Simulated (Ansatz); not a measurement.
**C2H4F: saddle-point search**

- system: C2H4F, multiplicity 2
- method: UKS PBE0-D4/STO-3G (Ansatz 0.2.0)

Figures and captions count atoms from 1; the log counts them from 0 in places.

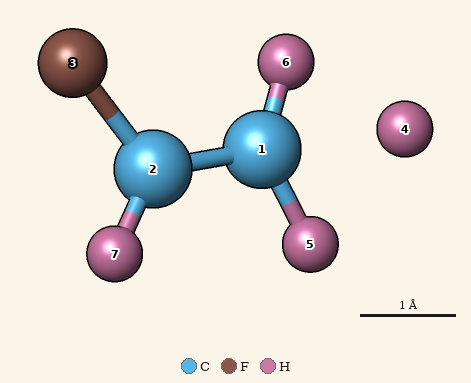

The structure as given in the input (ball-and-stick view, seen at a tilt; atoms are numbered from 1 in the order of the input).

## Input
```yaml
crystal:
  periodic: [false, false, false]
  atoms:
    - {symbol: C, position_ang: [0.192057, -0.372208, 0.468503]}
    - {symbol: C, position_ang: [0.000859, -0.115804, -0.828908]}
    - {symbol: F, position_ang: [0.922686, 0.734766, -1.582571]}
    - {symbol: H, position_ang: [-0.814407, 1.197293, 1.527388]}
    - {symbol: H, position_ang: [-0.651448, -1.031392, 0.860596]}
    - {symbol: H, position_ang: [1.035410, -0.079450, 0.930076]}
    - {symbol: H, position_ang: [-0.827844, -0.337075, -1.456252]}
basis:
  gaussian: {orbitals: STO-3G}
magnetization: {spin_polarized: true, initial_magnetization: 1}
hamiltonian: {xc: pbe0, dispersion: d4}
saddle:
  f_tol: 0.1
  max_steps: 40
  mode_guess:
    - [-0.1996, 0.3236, 0.1904]
    - [-0.0527, 0.0707, 0.0559]
    - [-0.0255, 0.0443, 0.0728]
    - [0.3871, -0.5933, -0.5168]
    - [-0.0383, 0.0716, 0.0708]
    - [-0.0622, 0.0806, 0.0895]
    - [-0.0088, 0.0025, 0.0374]
```

Command:
```bash
ansatz run in.yaml --threads 2 --pin off --events-out ev --progress --plain --max-ram 4352MiB
```

## Log
```
Functional definition: PBE0
  name "PBE0"
  cite "Adamo & Barone, J. Chem. Phys. 110, 6158 (1999) doi:10.1063/1.478522"
  cite "Perdew, Burke & Ernzerhof, Phys. Rev. Lett. 77, 3865 (1996) doi:10.1103/PhysRevLett.77.3865"
  parent pbe
  parameter a = 0.25
  parameter kappa = 0.804
  parameter beta = 0.06672455060314922
  exchange = (1 - a)*pbe_x(kappa = kappa, mu = beta*pi^2/3) + a*exact_x
  correlation = pbe_c(beta = beta)
285 factors; integrals over basis functions are off by at most 1.1e-5 eV
mean field evaluation 1: about -4778.7546 eV, gradient 1.2e1 eV
mean field evaluation 2: about -4778.5671 eV, gradient 1.7e1 eV
mean field evaluation 4: about -4780.7352 eV, gradient 1.6e0 eV
mean field evaluation 8: about -4780.7124 eV, gradient 3.9e-2 eV
mean field -4780.71243630 eV, -175.6879415506 hartree, gradient 7.3e-5 eV, S^2 0.764942; 0 other end points of the search recorded, 0 dependent functions left out
the calculation of the forces begins
reference -4780.71244968 eV, -175.6879420423 hartree; 13, 12 occupied and 6, 7 virtual orbitals, 285 factors
these checks for a lower state are left out or cut short: stability, starts, cluster_reference, orbital_swaps, neighbouring_geometries, increment
285 factors; integrals over basis functions are off by at most 1.1e-5 eV
mean field evaluation 16: about -4780.7575 eV, gradient 1.8e-1 eV
mean field -4780.71301841 eV, -175.6879629430 hartree, gradient 2.1e-6 eV, S^2 0.766295; 0 other end points of the search recorded, 0 dependent functions left out
[... from here on the field's lines of each further geometry are left out, up to the last ...]
saddle step   1: F+E_penalty+E_count = -4780.77674871 eV  max|allowed force component| = 6.148e0 eV/Å  curvature = -2.5311 eV/Å²  mode residual = 3.69e0 eV/Å²  Δτ_max = 0.0000 Å  (1 rotations, 3 force calls, 58 SCF iters)  cluster: 3 rotations left out, max|force component along them| = 6.208e-7 eV/Å
saddle step   2: F+E_penalty+E_count = -4781.22844605 eV  max|allowed force component| = 2.783e0 eV/Å  curvature = -0.2071 eV/Å²  mode residual = 3.26e0 eV/Å²  Δτ_max = 0.1691 Å  (1 rotations, 3 force calls, 67 SCF iters)  cluster: 3 rotations left out, max|force component along them| = 5.670e-7 eV/Å
saddle step   3: F+E_penalty+E_count = -4781.43542927 eV  max|allowed force component| = 3.953e-1 eV/Å  curvature = -0.6434 eV/Å²  mode residual = 1.21e0 eV/Å²  Δτ_max = 0.0810 Å  (1 rotations, 3 force calls, 63 SCF iters)  cluster: 3 rotations left out, max|force component along them| = 4.764e-7 eV/Å
saddle step   4: F+E_penalty+E_count = -4781.44228019 eV  max|allowed force component| = 1.503e-1 eV/Å  curvature = -1.0984 eV/Å²  mode residual = 5.93e-1 eV/Å²  Δτ_max = 0.0365 Å  (1 rotations, 3 force calls, 62 SCF iters)  cluster: 3 rotations left out, max|force component along them| = 5.635e-7 eV/Å
saddle step   5: F+E_penalty+E_count = -4781.44445511 eV  max|allowed force component| = 9.827e-2 eV/Å  curvature = -1.4434 eV/Å²  mode residual = 4.82e-1 eV/Å²  Δτ_max = 0.0234 Å  (1 rotations, 9 force calls, 159 SCF iters)  cluster: 3 rotations left out, max|force component along them| = 5.504e-7 eV/Å
saddle search: the force at step 6 is within saddle.f_tol, and the search now checks the order of the point unasked, as it does wherever a lone molecule whose rigid rotations it leaves out would converge (saddle.isolated_cluster): at most 100 rotations across the mode and 202 force calls, two more next to a line or behind a second negative curvature, two more where it reads a positive, two for each turn that reads one and six more at each negative that it reads, and up to 22 at one that stands (24 where saddle.amplitude is under 0.005 Å), over each length that the point is read over (saddle.order_check: false declines the check)
saddle search: the rotation starts from a random direction (saddle.seed = 0)
the calculation of the forces begins
reference -4781.38115015 eV, -175.7125163315 hartree; 13, 12 occupied and 6, 7 virtual orbitals, 285 factors
285 factors; integrals over basis functions are off by at most 1.3e-5 eV
mean field evaluation 352: about -4781.3812 eV, gradient 1.7e-3 eV
mean field -4781.38115406 eV, -175.7125164751 hartree, gradient 2.5e-5 eV, S^2 0.762908; 1 other end points of the search recorded, 0 dependent functions left out
the calculation of the forces begins
reference -4781.38116750 eV, -175.7125169690 hartree; 13, 12 occupied and 6, 7 virtual orbitals, 285 factors
saddle step   6: F+E_penalty+E_count = -4781.44558372 eV  max|allowed force component| = 3.272e-3 eV/Å  curvature = -1.4954 eV/Å² (error put at 0.0029; -1.4934 at half of saddle.amplitude)  mode residual = 4.90e-1 eV/Å²  Δτ_max = 0.0222 Å  (1 rotations, 33 force calls, 525 SCF iters)  order check (unasked): positive, curvature across the mode = +0.3903 eV/Å²; +0.3004 less its residual, +0.3004 less it at half of saddle.amplitude; error put at 0.0000 (25 force calls)  cluster: 3 rotations left out, max|force component along them| = 5.671e-7 eV/Å
```

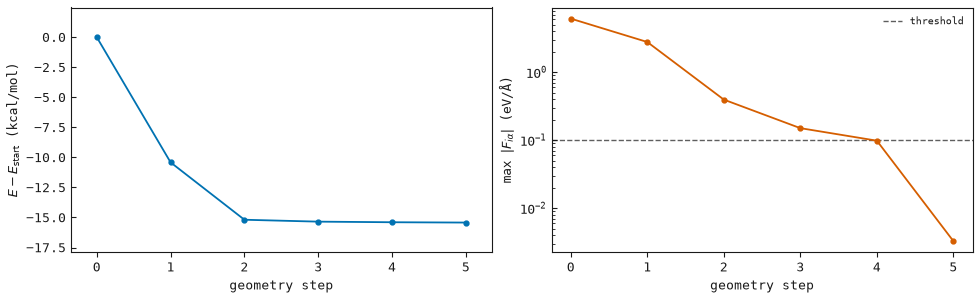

Progress of the saddle-point search, step by step (the first geometry is step 0 here and step 1 in the log).

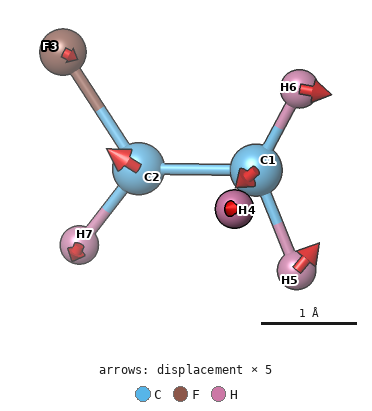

The starting structure with the displacements as red arrows, magnified 5 times (ball-and-stick view, seen at an oblique angle). The two geometries are laid on each other by the best rigid fit. The atom that moves furthest after the best rigid fit is C2 (0.084 Å). Largest moves by element: C 0.084 Å, H 0.078 Å, F 0.037 Å. Among the contacts that change: C2–F3 1.463 → 1.359 Å, C1–H6 1.005 → 1.092 Å, C1–H5 1.140 → 1.091 Å, C2–H7 1.063 → 1.107 Å. Among the angles that change: H5–C1–H6 129.1° → 117.8°, C2–C1–H5 109.8° → 120.1°, C1–C2–H7 130.2° → 122.1°. Over 5 geometry steps the energy falls by 15.4 kcal/mol. Largest force component: 6.1 eV/Å at the start, 0.0033 eV/Å at the end. (Atoms are counted from 1 in the order of the input.)

```
Total energy: -4781.44559716 eV, -175.7148847154 hartree
Atom 0 at     0.150956    -0.384070     0.418714 Å, force    -0.002050    -0.001141    -0.001671 eV/Å
Atom 1 at     0.016381    -0.048343    -0.876747 Å, force     0.002669     0.001757    -0.002310 eV/Å
Atom 2 at     0.916711     0.712065    -1.553889 Å, force    -0.003271    -0.002859     0.002396 eV/Å
Atom 3 at    -0.825446     1.227888     1.522995 Å, force    -0.000301     0.000486     0.001142 eV/Å
Atom 4 at    -0.581042    -1.038355     0.893373 Å, force     0.001565     0.001491    -0.000697 eV/Å
Atom 5 at     1.041297    -0.117139     0.991166 Å, force     0.000384     0.000101     0.000702 eV/Å
Atom 6 at    -0.861544    -0.355917    -1.476781 Å, force     0.001004     0.000166     0.000438 eV/Å
Dipole moment:    -0.069090    -0.090753    -0.019427 e Å
```

## Trajectory as extended XYZ (Å, eV, eV/Å), 6 frames, from step=1 to step=6
```
7
Properties=species:S:1:pos:R:3:forces:R:3 step=1 energy=-4780.77675
C     0.1921   -0.3722    0.4685   -6.1478  -2.6156  -2.4152
C     0.0009   -0.1158   -0.8289    4.3581   3.8146  -1.9917
F     0.9227    0.7348   -1.5826   -2.1673  -2.3020   2.0366
H    -0.8144    1.1973    1.5274    0.0197   0.0061   0.0031
H    -0.6514   -1.0314    0.8606    1.8962   0.9438   0.3392
H     1.0354   -0.0795    0.9301    3.7040   1.0170   2.6590
H    -0.8278   -0.3371   -1.4563   -1.6628  -0.8639  -0.6310
7
Properties=species:S:1:pos:R:3:forces:R:3 step=2 energy=-4781.22845
C     0.1276   -0.3854    0.3606    0.4527  -0.4650   1.1985
C     0.0389   -0.0361   -0.9393   -2.7827  -2.2978   2.4321
F     0.9466    0.6827   -1.5419    1.9587   1.7052  -1.7205
H    -0.8702    1.2661    1.6112   -0.0192   0.0348   0.0009
H    -0.5251   -1.0397    0.9726   -0.2719   0.3865  -1.2273
H     1.0045   -0.1362    0.9617    0.3059   0.3592  -0.3398
H    -0.8650   -0.3552   -1.5060    0.3565   0.2771  -0.3440
7
Properties=species:S:1:pos:R:3:forces:R:3 step=3 energy=-4781.43543
C     0.1446   -0.3943    0.4130    0.1562  -0.0222  -0.0829
C     0.0144   -0.0678   -0.8826    0.2559   0.3953  -0.3520
F     0.9394    0.6918   -1.5502   -0.3102  -0.2757   0.2448
H    -0.8568    1.2466    1.5863   -0.0170   0.0343   0.0134
H    -0.5814   -1.0399    0.9144    0.1014   0.1006  -0.0459
H     1.0527   -0.0956    0.9459   -0.1551  -0.1304   0.1299
H    -0.8557   -0.3447   -1.5080   -0.0313  -0.1019   0.0926
7
Properties=species:S:1:pos:R:3:forces:R:3 step=4 energy=-4781.44228
C     0.1464   -0.3871    0.4111    0.0476  -0.0324   0.0890
C     0.0125   -0.0585   -0.8841    0.1292   0.1503  -0.1055
F     0.9345    0.6953   -1.5467   -0.1220  -0.0715   0.0041
H    -0.8409    1.2259    1.5607   -0.0114   0.0264   0.0063
H    -0.5788   -1.0300    0.9127    0.0101   0.0220  -0.0638
H     1.0443   -0.1001    0.9642   -0.0501  -0.0557   0.0289
H    -0.8607   -0.3494   -1.4991   -0.0033  -0.0392   0.0410
7
Properties=species:S:1:pos:R:3:forces:R:3 step=5 energy=-4781.44445
C     0.1482   -0.3840    0.4138    0.0459   0.0273   0.0983
C     0.0146   -0.0510   -0.8811   -0.0202  -0.0187  -0.0334
F     0.9265    0.7006   -1.5516    0.0131   0.0324  -0.0485
H    -0.8315    1.2169    1.5413   -0.0053   0.0159   0.0017
H    -0.5807   -1.0276    0.9064   -0.0256  -0.0219  -0.0444
H     1.0410   -0.1065    0.9781   -0.0062  -0.0261   0.0057
H    -0.8608   -0.3523   -1.4881   -0.0018  -0.0088   0.0206
7
Properties=species:S:1:pos:R:3:forces:R:3 step=6 energy=-4781.44558
C     0.1510   -0.3841    0.4187   -0.0021  -0.0011  -0.0017
C     0.0164   -0.0483   -0.8767    0.0027   0.0018  -0.0023
F     0.9167    0.7121   -1.5539   -0.0033  -0.0029   0.0024
H    -0.8254    1.2279    1.5230   -0.0003   0.0005   0.0011
H    -0.5810   -1.0384    0.8934    0.0016   0.0015  -0.0007
H     1.0413   -0.1171    0.9912    0.0004   0.0001   0.0007
H    -0.8615   -0.3559   -1.4768    0.0010   0.0002   0.0004
```

## Results in brief

| quantity | value |
| --- | --- |
| outcome | converged |
| total energy | −4781.4456 eV |
| mean-field energy | −4781.3812 eV |
| dispersion energy | −0.0644 eV |
| ⟨S²⟩ | 0.763 |
| largest force (length of the vector) at the end | 0.005 eV/Å |
| dipole moment | 0.56 D |
| hardware | 2 threads of Arm Neoverse V2, 23 GiB of memory available, shared host |
| wall time | 21 s (CPU time 38 s) |
| peak memory | 0.34 GiB |
